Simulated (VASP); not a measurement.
Band structure of GaN (zinc blende). These are PBE GGA with D3 dispersion (Becke-Johnson damping), VASP's PBE PAW potentials (set 64) (plane waves; VASP) values and carry that method's errors.

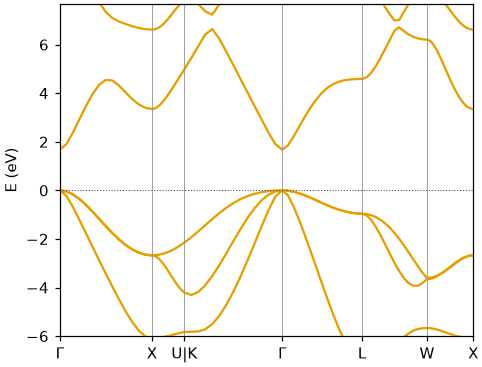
Figure: Bands along high-symmetry lines, zero at the valence-band maximum or, without a gap, the Fermi level

Problem. Read the plot: is there a gap, and where are the band edges?

Solution. The gap is direct, 1.68 eV, from the valence maximum at Γ to the conduction minimum at Γ. (Edges off the drawn lines would not show.)

The compound is GaN in the zinc blende structure, a metastable form; wurtzite is the usual one. It was relaxed first.
